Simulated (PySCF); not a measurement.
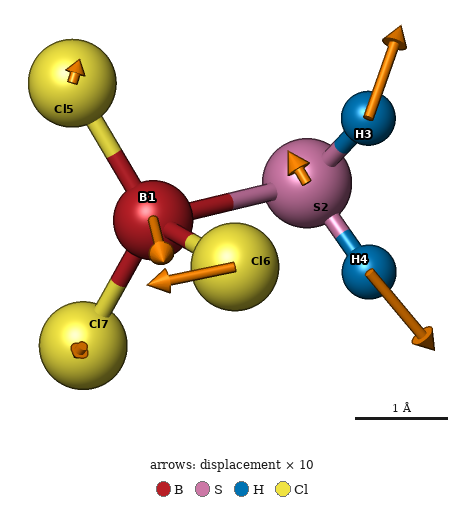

A relaxation of BH₂SCl₃. The starting structure is drawn; orange arrows show the displacements, magnified 10 times. The two geometries are superimposed by the best rigid fit.

Style: ball-and-stick. Shown at a tilt.

The start comes from GFN1-xTB. Its atoms were then displaced at random by about 0.03 Å.

These are results of PySCF 2.14.0, density-fitted response routines, PBE0-D3(BJ)/def2-SVP geometry optimisation, gas phase, not measurements. 

**What did the optimiser do to the structure, and how much energy did it gain?**

The largest move after the best rigid fit is that of H4, 0.12 Å. By element the largest moves are H 0.12 Å, B 0.11 Å, Cl 0.10 Å, S 0.04 Å. Among the contacts that change: S2–H4 1.211 → 1.353 Å, B1–Cl6 1.931 → 1.803 Å, B1–Cl5 1.741 → 1.800 Å, B1–S2 2.107 → 2.164 Å. Among the angles between lasting bonds that change: S2–B1–Cl5 106.6° → 101.0°, S2–B1–Cl6 99.8° → 104.7°, H3–S2–H4 90.1° → 93.2°. Over 7 geometry steps the energy falls by 12.7 kcal/mol. Cost: 22 s on 1 thread of Arm Neoverse V2 (shared host).
